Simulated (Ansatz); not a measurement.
The starting structures come from a database of crystals and need not be the phases stable at ambient conditions.

 Where the default PAW files enter, the runs use the earlier of Ansatz's two default sets.

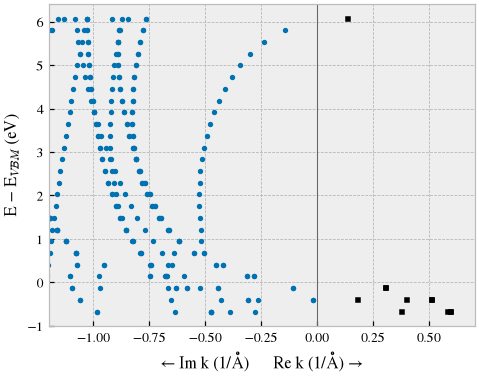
Figure. Complex bands at the centre of the two-dimensional zone; Ansatz (a first-principles code) with r2SCAN

The gap is the functional's own, uncorrected, and κ follows it; spin-orbit coupling is left out. Mid-gap values are interpolated between the computed energies.

**Question.** This is NaInH8(NF3)2 (Fm-3m, not sure to be the ambient phase, 18 atoms a cell, 9.0 Å³ an atom, -3 GPa at this level) along the normal of (001). Read off the slowest decay at the centre of the two-dimensional zone at 3.10 eV, the computed energy nearest the middle of the gap.

**Answer.** κ ≈ 0.50 1/Å, a decay length 1/(2κ) of the density of 0.99 Å.
